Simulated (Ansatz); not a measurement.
The starting structures come from a database of crystals and need not be the phases stable at ambient conditions.

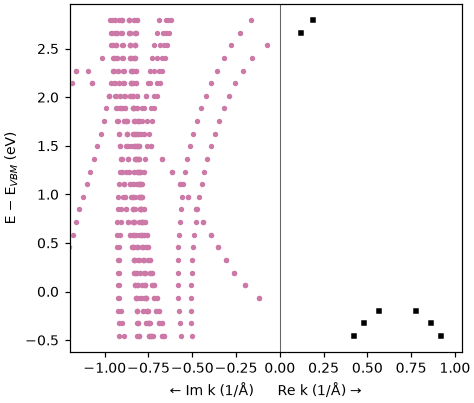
Figure: Complex bands at the centre of the two-dimensional zone; r2SCAN in Ansatz (an electronic-structure program)

The gap is the functional's own, uncorrected, and κ follows it; spin-orbit coupling is left out. Mid-gap values are interpolated between the computed energies.

### Question
This is Cs2HgF4 (I4/mmm, not sure to be the ambient phase, 7 atoms a cell, 22.4 Å³ an atom) along the normal of (100). Read off the slowest decay at the centre of the two-dimensional zone at 1.24 eV, the computed energy nearest the middle of the gap.

### Answer
κ ≈ 0.43 1/Å, a decay length 1/(2κ) of the density of 1.2 Å.
